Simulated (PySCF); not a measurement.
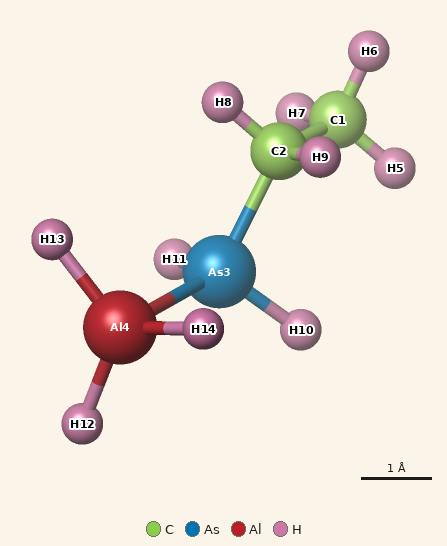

Figure 1. The input geometry of the first run (ball-and-stick view, seen at an oblique angle; atoms are numbered from 1 in the order of the input). Sticks mark near contacts. Bond lengths as drawn: Al–As 2.59 Å, Al–H 1.60 to 1.61 Å, As–C 1.95 Å, As–H 1.51 Å, C–C 1.52 Å and C–H 1.10 Å.

**Two runs on C$_{2}$H$_{10}$AlAs**

System: C$_{2}$H$_{10}$AlAs.
Method of the first run: GIAO HF/pcSseg-1 NMR shielding, non-relativistic, gas phase (PySCF 2.14.0).

The geometry comes from this level: PBE0-D3(BJ)/def2-SVP. Text and figures count atoms from 1; the logs count them from 0 in places.

### The input, the first run
```
{"job": {"kind": "nmr", "xc": "HF", "basis": "pcSseg-1", "pop": false}, "charge": 0, "multiplicity": 1}
C     -2.265822    -0.133484     0.328444
C     -1.044720     0.211455    -0.504084
As     0.670914    -0.282888     0.286094
Al     2.766135     0.278233    -1.126150
H     -2.339876    -1.216455     0.511566
H     -3.186722     0.179142    -0.188457
H     -2.247412     0.370563     1.306881
H     -0.971601     1.292549    -0.701742
H     -1.064637    -0.282988    -1.488184
H      0.397700    -1.722116     0.665885
H      0.524472     0.312710     1.669278
H      3.923093    -0.229300    -0.143191
H      2.472172     1.853393    -1.226940
H      2.365587    -0.631382    -2.386597
```

The first line tells a small driver script what to run in PySCF; the rest is the geometry in Å.

Hardware: 1 CPU thread, shared host.

### Output (the first run)
```
final grid: 101104 points
cycle   1  E = -2557.2989795495  dE = -8.726e-01  |g| = 5.021e-01  |ddm| = 3.068e+00
cycle   2  E = -2557.3523249811  dE = -5.335e-02  |g| = 2.254e-01  |ddm| = 5.646e-01
cycle   3  E = -2557.3587643206  dE = -6.439e-03  |g| = 5.581e-02  |ddm| = 1.993e-01
cycle   4  E = -2557.3597191515  dE = -9.548e-04  |g| = 7.567e-03  |ddm| = 8.613e-02
cycle   5  E = -2557.3597497393  dE = -3.059e-05  |g| = 2.182e-03  |ddm| = 1.608e-02
cycle   6  E = -2557.3597519891  dE = -2.250e-06  |g| = 7.104e-04  |ddm| = 3.801e-03
cycle   7  E = -2557.3597522787  dE = -2.896e-07  |g| = 2.033e-04  |ddm| = 1.527e-03
cycle   8  E = -2557.3597523014  dE = -2.264e-08  |g| = 4.905e-05  |ddm| = 4.837e-04
cycle   9  E = -2557.3597523033  dE = -1.897e-09  |g| = 1.503e-05  |ddm| = 1.526e-04
cycle  10  E = -2557.3597523034  dE = -1.291e-10  |g| = 4.519e-06  |ddm| = 3.681e-05
converged SCF energy = -2557.3597523034

GIAO shielding tensors (ppm)
atom      isotropic    diamagn.    paramagn.     s11        s22        s33       span
  0 C      173.919     243.595     -69.675    162.765    167.251    191.741     28.976
  1 C      181.404     249.020     -67.616    175.809    177.612    190.792     14.983
  2 As    1663.068    2880.813   -1217.745   1576.705   1578.561   1833.939    257.234
  3 Al     491.669     789.771    -298.102    463.566    499.093    512.346     48.780
  4 H       30.477      29.393       1.085     25.567     28.876     36.989     11.421
  5 H       29.940      27.620       2.320     24.419     26.688     38.714     14.295
  6 H       30.477      29.457       1.020     25.567     28.878     36.986     11.418
  7 H       30.310      31.959      -1.648     23.945     29.177     37.809     13.864
  8 H       30.307      31.873      -1.565     23.935     29.197     37.790     13.856
  9 H       28.019      31.868      -3.849     21.519     23.388     39.150     17.631
 10 H       28.016      31.898      -3.882     21.502     23.381     39.164     17.662
 11 H       28.071      28.095      -0.024     24.765     26.453     32.996      8.231
 12 H       28.099      28.519      -0.420     24.618     27.232     32.446      7.828
 13 H       28.095      28.495      -0.400     24.633     27.181     32.471      7.838
```

The input of the second run differs as follows (lines with − go, lines with + come):
```diff
-"xc": "HF"
+"xc": "LDA"
```

What does this change do to the results?

The total energies belong to different methods, so their difference says nothing on which is more stable or more accurate. The HOMO goes from −10.75 to −6.46 eV. The LUMO goes from 2.70 to −1.27 eV. The dipole moment goes from 5.33 to 5.10 D. Of all shieldings, the largest change is that of As3, by −213.2 ppm. The method changes from HF to LDA. Exact exchange removes part of the self-interaction error of semilocal functionals, which pushes filled and empty levels apart. The SCF takes 12 iterations against 10.

### Output (the second run)
```
coarse grid: 48768 points
cycle   1  E = -2555.0387594132  dE = -9.314e-01  |g| = 1.052e+00  |ddm| = 3.229e+00
cycle   2  E = -2554.9211290161  dE =  1.176e-01  |g| = 1.171e+00  |ddm| = 1.251e+00
cycle   3  E = -2555.1072067766  dE = -1.861e-01  |g| = 3.096e-01  |ddm| = 1.060e+00
cycle   4  E = -2555.1323403858  dE = -2.513e-02  |g| = 8.041e-02  |ddm| = 3.503e-01
cycle   5  E = -2555.1336076893  dE = -1.267e-03  |g| = 2.222e-02  |ddm| = 7.448e-02
cycle   6  E = -2555.1337266994  dE = -1.190e-04  |g| = 4.316e-03  |ddm| = 2.417e-02
cycle   7  E = -2555.1337317249  dE = -5.026e-06  |g| = 1.217e-03  |ddm| = 5.554e-03
final grid: 101104 points
cycle   8  E = -2555.1337074156  dE =  3.151e-07  |g| = 1.681e-03  |ddm| = 3.745e-03
cycle   9  E = -2555.1337063024  dE =  1.113e-06  |g| = 2.683e-03  |ddm| = 4.682e-03
cycle  10  E = -2555.1337081656  dE = -1.863e-06  |g| = 3.106e-04  |ddm| = 2.730e-03
cycle  11  E = -2555.1337081894  dE = -2.383e-08  |g| = 5.764e-05  |ddm| = 3.104e-04
cycle  12  E = -2555.1337081903  dE = -8.799e-10  |g| = 1.000e-05  |ddm| = 5.801e-05
converged SCF energy = -2555.1337081903

GIAO shielding tensors (ppm)
atom      isotropic    diamagn.    paramagn.     s11        s22        s33       span
  0 C      162.412     246.832     -84.420    146.912    154.490    185.834     38.922
  1 C      162.442     251.560     -89.118    149.533    159.312    178.481     28.948
  2 As    1449.885    2879.341   -1429.456   1297.131   1355.105   1697.420    400.289
  3 Al     419.728     795.357    -375.629    411.140    420.190    427.853     16.713
  4 H       29.660      29.035       0.626     25.222     28.150     35.608     10.386
  5 H       29.132      26.865       2.268     23.810     26.006     37.581     13.771
  6 H       29.660      29.138       0.522     25.224     28.153     35.604     10.380
  7 H       29.098      31.194      -2.096     23.073     28.544     35.676     12.603
  8 H       29.092      31.030      -1.939     23.054     28.566     35.655     12.601
  9 H       26.687      30.098      -3.411     20.454     22.191     37.416     16.962
 10 H       26.684      30.150      -3.466     20.429     22.196     37.428     17.000
 11 H       26.583      27.476      -0.894     23.224     25.149     31.376      8.152
 12 H       26.556      27.939      -1.383     23.023     25.816     30.829      7.806
 13 H       26.555      27.897      -1.343     23.035     25.773     30.856      7.821
```

### The two runs side by side

| quantity | the first run | the second run |
| --- | --- | --- |
| outcome | converged | converged |
| total energy (hartree) | −2557.359752 | −2555.133708 |
| HOMO (eV) | −10.75 | −6.46 |
| LUMO (eV) | 2.70 | −1.27 |
| dipole moment (D) | 5.33 | 5.10 |
| shielding of C1 (ppm) | 173.9 | 162.4 |
| shielding of C2 (ppm) | 181.4 | 162.4 |
| shielding of As3 (ppm) | 1663.1 | 1449.9 |
| shielding of Al4 (ppm) | 491.7 | 419.7 |
| shielding of H12 (ppm) | 28.1 | 26.6 |
| shielding of H13 (ppm) | 28.1 | 26.6 |
| shielding of H14 (ppm) | 28.1 | 26.6 |
| SCF iterations | 10 | 12 |
| basis functions | 149 | 149 |
| wall time (shared host) | 12 s | 24 s |

For both runs: Spin–orbit coupling is left out, which matters for the heavy atoms.
